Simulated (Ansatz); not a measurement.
**Fields on a plane of EuO (rock salt)**

```xyz
2
Lattice="0.0000 2.5308 2.5308 2.5308 0.0000 2.5308 2.5308 2.5308 0.0000" Properties=species:S:1:pos:R:3 pbc="T T T"
O      0.0000     0.0000     0.0000
Eu     2.5308     2.5308     2.5308
```

The slice is a {110} plane (indices of the conventional cell) through the point (0.500, 0.500, 0.500) (fractional), spanned by u = [100] and v = [1 -1 -1] in vectors of this cell: u (3.58 Å) and v (5.06 Å, at 90° to u). It covers one period; positions are fractions (u, v).

Atoms on it: O at (0.00, 0.50); Eu at (0.00, 0.00).

These are PBE (plane waves to 420 eV, PAW, scalar-relativistic; Ansatz, an electronic-structure program) values and carry that method's errors. k mesh 16×16×16. Inside the PAW spheres the values are not all-electron values, and peaks at nuclei hang on which shells count as valence. EuO is run spin-polarised and with no Hubbard U. EuO was relaxed with its symmetry unable to fall. Relaxed EuO ends ferromagnetic. The magnetic order is the one the run started from; other orders were not tried. The filling of the f shell was not checked against other fillings, so treat energies with care.

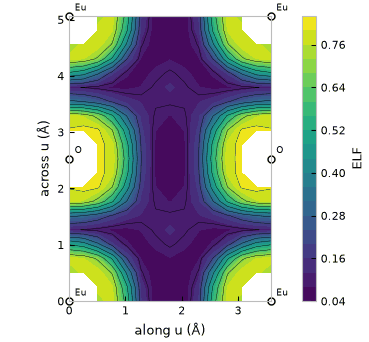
Fig. 1. Electron localisation function (ELF), one period of the plane, atoms marked. Points within 0.5 Å of a nucleus are left white, as the pseudised field means little there.

```
|xxxx%%%%++          ++%%%%xx|
|%%%%%%##--          --##%%%%|
|%%%%##==..          ..==##%%|
|====::..    ......    ..::==|
|            ..::..          |
|--::::..................::::|
|@@%%##++::..      ..::++##%%|
|@@@@@@%%==..      ..==%%@@@@|
|xxxx@@@@++..      ..++@@@@xx|
|xxxx@@@@++..      ..++@@@@xx|
|xxxx@@@@++..      ..++@@@@xx|
|@@@@@@%%==..      ..==%%@@@@|
|@@%%##++::..      ..::++##%%|
|--::::..................::::|
|            ..::..          |
|====::..    ......    ..::==|
|%%%%##==..          ..==##%%|
|%%%%%%##--          --##%%%%|
|xxxx%%%%++          ++%%%%xx|
|xxxx%%%%++..      ..++%%%%xx|
```
Scale: ten equal steps from 0.07 (start of ' ') to 0.82 (end of '@'), in the order ' .:-=+*#%@'. Values: ELF of the up spins. The map has 14 points along u (two characters each, u = 0 at the left) and 20 along v (v = 0 in the bottom row). Points within 0.5 Å of a nucleus are blanked (x), as the pseudised field means little there.

| Property | Result |
|---|---|
| Density on the O–Eu line (2.53 Å) at its density minimum, 1.2 Å from O | 0.28 e/Å³ |
| ELF at that point | 0.1 |
